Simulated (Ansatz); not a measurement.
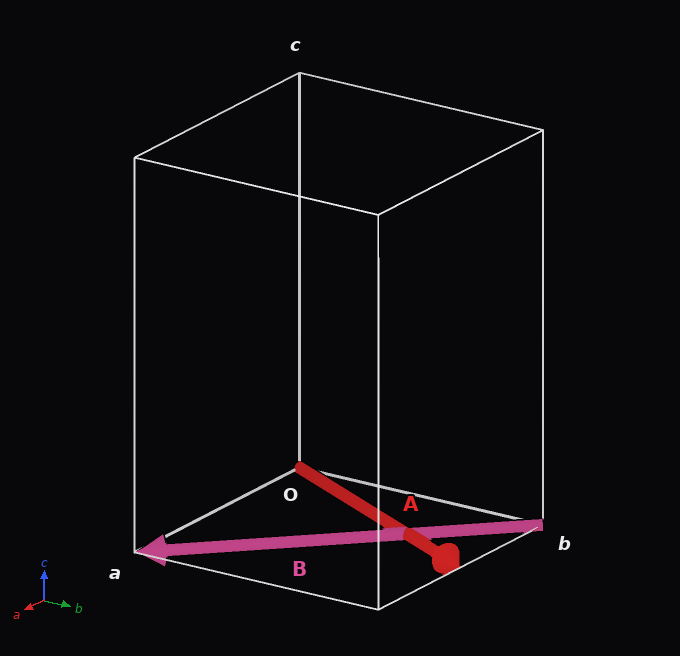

Crystal: MgMoH4, the end point of a relaxation with Ansatz, DFT PBE, scalar-relativistic, plane waves, PAW; the starting structure was generated, so it need not be a known form of this composition. Each arrow starts at a corner of the unit cell and ends on its surface; where a tip isn't a corner, dashed lines run from it parallel to the axes. The drawing is computed from the coordinates (standard cell, symmetry found to 0.002 Å).

a = 3.180 Å, b = 3.180 Å, c = 4.552 Å, α = 90.00°, β = 90.00°, γ = 90.00°.

**Index the directions.**

Arrow A runs from (0, 0, 0) to (1/2, 1, 0), so [1 2 0]; Arrow B runs from (0, 1, 0) to (1, 0, 0), so [1 −1 0].

**How long is the vector ua + vb + wc in each case, and what angles do the directions make?**

A 7.111 Å; B 4.498 Å. A–B: 108.4°.
